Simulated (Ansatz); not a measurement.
## Electronic structure of Cl2FH4OPZr in real space

Input

```
crystal:
  periodic: [false, false, false]
  atoms:
    - { symbol: Zr, position_ang: [0.335706, 0.421654, -0.467667] }
    - { symbol: Cl, position_ang: [0.87002, -0.928723, 2.955759] }
    - { symbol: F, position_ang: [1.879559, -0.696033, -0.528072] }
    - { symbol: Cl, position_ang: [-0.027927, 1.418946, -2.575874] }
    - { symbol: O, position_ang: [-1.308255, -0.30388, 0.16922] }
    - { symbol: H, position_ang: [-1.896201, -0.947831, 0.592301] }
    - { symbol: P, position_ang: [0.882514, 2.308201, 1.208349] }
    - { symbol: H, position_ang: [2.053923, 2.743451, 0.4915] }
    - { symbol: H, position_ang: [-0.002969, 3.283557, 0.628953] }
    - { symbol: H, position_ang: [0.877032, 0.412457, 3.009832] }
basis:
  gaussian: { orbitals: def2-SVP }
hamiltonian:
  xc: pbe
  dispersion: d4
relax:
  f_tol: 0.03
  max_steps: 50
output:
  orbitals: {}
```

Run with:

```sh
ansatz run input.yaml --threads 4 --pin off --max-ram 5120MiB --backend cpu --events-out ev --progress --plain --runs-dir out
```

The fields are those of the run's last geometry, not of the input's.

Core potentials replace the inner electrons of Zr.

Computed with Ansatz 0.2.0, RKS PBE-D4/def2-SVP.

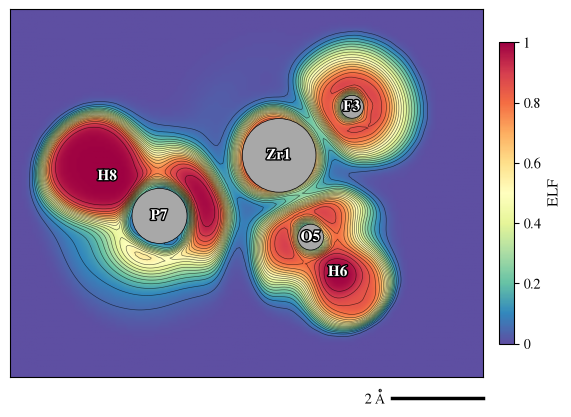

Figure 1. Electron localisation function on the plane of atoms F3, Zr1 and P7. Grey discs cover the atomic cores.

What do the fields say about this system?

Answer. Atoms in the plane: Zr, F, O, H and P.
Zr–O (1.91 Å): the ELF peaks at about 0.80 in the valence shell of O, 0.5 Å from its nucleus, and drops to about 0.25 between the two atoms.
Zr–F (1.91 Å): the ELF peaks at about 0.85 in the valence shell of F, 0.5 Å from its nucleus, and drops to about 0.25 between the two atoms.
Zr–P (2.93 Å): the ELF peaks at about 1 in the valence shell of P, 1.0 Å from its nucleus, and is about 0.40 at the midpoint.
O–H (0.97 Å): the ELF climbs to about 1 towards the hydrogen, as it does in any bond to H: an ordinary covalent bond to hydrogen.
P–H (1.43 Å): the ELF climbs to about 1 towards the hydrogen.

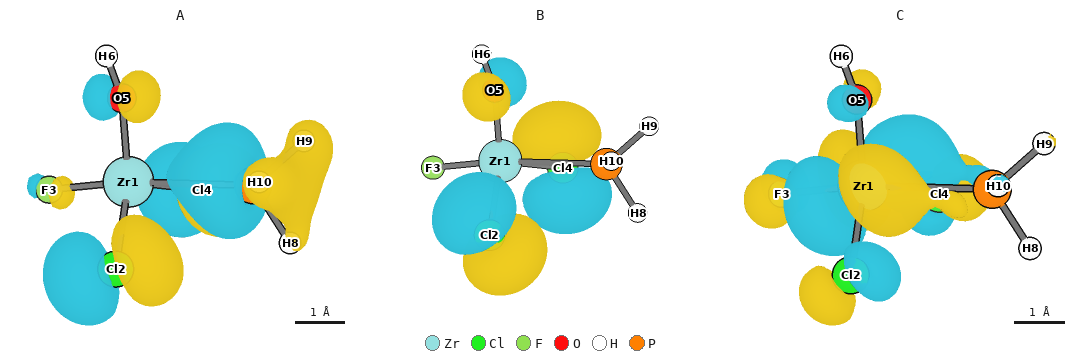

Figure 2. Three frontier orbitals at ±0.1 Å⁻³ᐟ² (yellow and cyan are the two phases), in no order.

Order the three orbitals by energy and name them.

Answer. B is the HOMO−1 (−7.44 eV). By Hirshfeld shares it lies mainly on Cl2 (about 45 %), Cl4 (about 45 %) and O5 (about 5 %); largely a combination of lone pairs on Cl2, Cl4 and O5. A is the HOMO (−6.96 eV). Its weight (Hirshfeld) is mainly on Cl2 (about 30 %), Cl4 (about 30 %) and P7 (about 25 %); largely a combination of lone pairs on Cl2, Cl4 and P7. C is the LUMO (−2.16 eV). By Hirshfeld shares it lies mainly on Zr1 (about 65 %), Cl2 (about 10 %), Cl4 (about 10 %) and F3 (about 10 %).

What is the HOMO–LUMO gap?

Answer. 4.80 eV between the orbital energies.

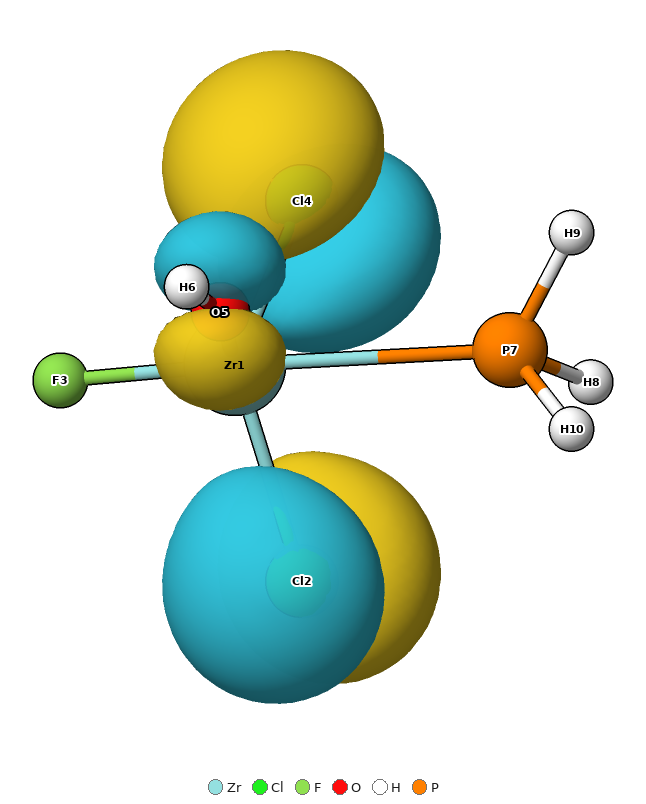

Figure 3. The HOMO−1 at ±0.08 Å⁻³ᐟ² (yellow and cyan are the two phases), seen from one side.

Describe this orbital and give its energy.

Answer. Its weight (Hirshfeld) is mainly on Cl2 (about 45 %), Cl4 (about 45 %) and O5 (about 5 %); largely a combination of lone pairs on Cl2, Cl4 and O5. Its energy is −7.44 eV.
